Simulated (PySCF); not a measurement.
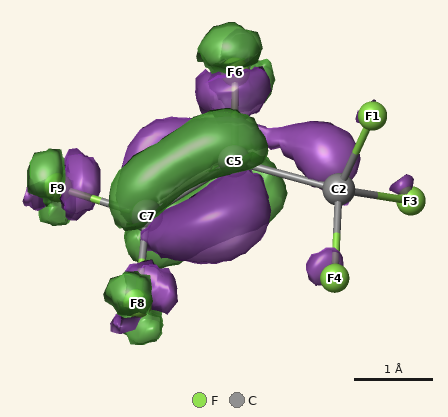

*C3F6, SMILES `FC(F)(F)C(F)=C(F)F`. Unrelaxed difference density of S₁ less the ground state (TDA singlet states), ±0.06 e/Å³; purple: gain, green: loss.*

Method: ωB97X/6-31G*; geometry: GFN2-xTB; program: PySCF. No frequency check shows the geometry to be a minimum. Without diffuse functions Rydberg states are missing, so the states' numbers hold for this basis only.

> How does the charge move on excitation?

0.64 e is displaced in all, of which about 0.1 e passes between atoms: C5 (0.08 e) and C7 (0.05 e) lose electrons and C2 (0.06 e) gains them. The state: 7.25 eV (171 nm), f = 0.003; the leading pair carries 100 %; hole on C5 (36 %), C7 (28 %) and F6 (15 %), electron on C5 (28 %), C7 (22 %) and F6 (17 %); their centroids lie 0.2 Å apart.

Cost of the run: 3 min on 1 thread of Intel(R) Xeon(R) 6975P-C (Granite Rapids) (shared host), peak memory 0.71 GiB.
